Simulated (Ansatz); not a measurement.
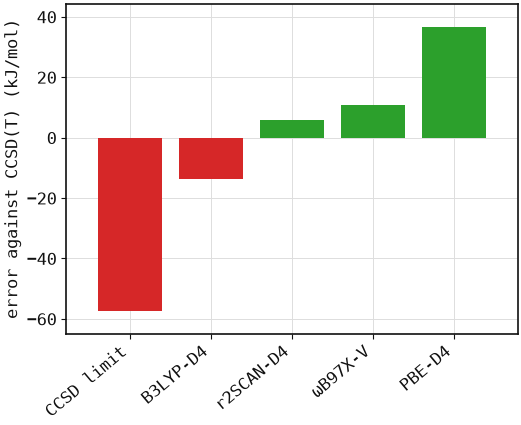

Error in the electronic atomisation energy (method less reference, so positive means overbinding) of C₂H₅ClSi₂, SMILES C#C[Si@@H]([SiH3])Cl: functionals in def2-TZVPP against frozen-core CCSD(T) at the limit (MP2 extrapolated from triple and quadruple zeta, plus CCSD(T) less MP2 in a smaller set), which gives 3554.6 kJ/mol, at a PBE0-D4/def2-TZVP geometry (no frequency check), no zero-point or spin-orbit term, the Ansatz code 0.2.0. The reference leaves out core correlation, a term that grows with the number of heavy atoms. Limit means the basis limit.

Question: What range do the values span?

Answer: From −57.4 kJ/mol (CCSD limit) to 36.7 kJ/mol (PBE-D4).

Question: Give the values.

Answer:
```tsv
level	kJ/mol
CCSD limit	−57.4
B3LYP-D4	−13.8
r2SCAN-D4	5.8
ωB97X-V	10.9
PBE-D4	36.7
```
